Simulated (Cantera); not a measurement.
A closed system holds: 1 mol CH₃SiCl₃, 0.019 mol C₂H₂, 1.6 mol H₂, held at 15.0 mbar.

Equilibrium computed with Cantera from the NASA thermochemical tables; the gas is ideal and each condensed phase is pure. Candidate condensed phases: C, C₆H₆, C₇H₈, C₈H₁₈, Si, SiC; 109 gas species. The feed counts by its element totals alone. The tables' values for SiCl, SiCl₃ are old estimates; treat these amounts as uncertain. Gases not in the tables: Si₂H₆ and higher silanes. The numbers say what is thermodynamically allowed, not how fast it happens.

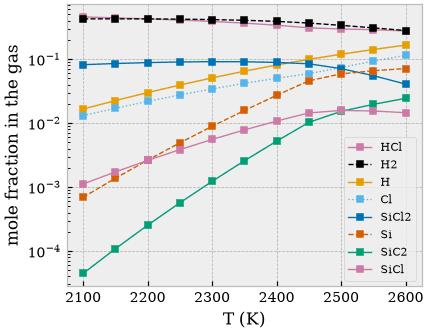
Figure. Equilibrium gas composition (values under 1e-9 drawn at 1e-9)

From 2100 K to 2450 K the condensed part is C(graphite) + SiC(s). From 2500 K to 2600 K the condensed part is C(graphite). The main Si-bearing gas is SiCl₂ at 2100 K and Si at 2600 K.
